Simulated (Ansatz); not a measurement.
The figure comes from a scan of Sc (hcp, Mg type): volume and axial ratio are varied about the relaxed values (subscript 0). These are PBE (plane waves to 420 eV, PAW, scalar-relativistic; Ansatz, a quantum-chemistry and plane-wave program) values and carry that method's errors. k mesh 16×16×9 (Γ-centred), Fermi-Dirac smearing 0.05 eV. Compression counts positive. With partly filled bands, the response to shear is sensitive to the k mesh, so small differences along c/a are uncertain. Sc is run without spin polarisation. Sc was relaxed with its symmetry unable to fall. 

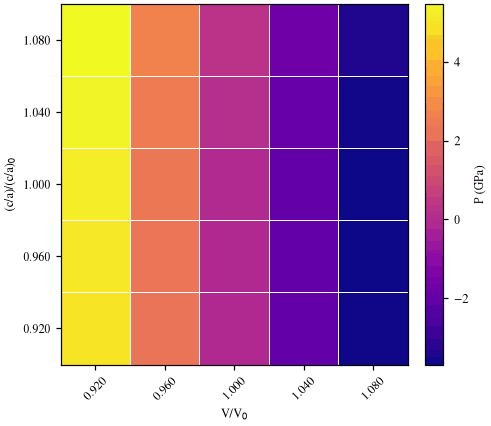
Fig. 1. P (GPa), one tile a computed point.

**Question.** Read the plotted values off the figure, to the accuracy that the plot allows.

**Answer.** To the nearest 1:

P (GPa), with V/V₀ across and (c/a)/(c/a)₀ down:

| (c/a)/(c/a)₀ \ V/V₀ | 0.920 | 0.960 | 1.000 | 1.040 | 1.080 |
|---|---|---|---|---|---|
| 0.920 | 5 | 2 | 0 | -2 | -4 |
| 0.960 | 5 | 2 | 0 | -2 | -4 |
| 1.000 | 5 | 2 | 0 | -2 | -4 |
| 1.040 | 5 | 2 | 0 | -2 | -4 |
| 1.080 | 5 | 3 | 0 | -2 | -3 |

(Under strain, the slope of the energy per volume gives the stress and its curvature an elastic modulus.)
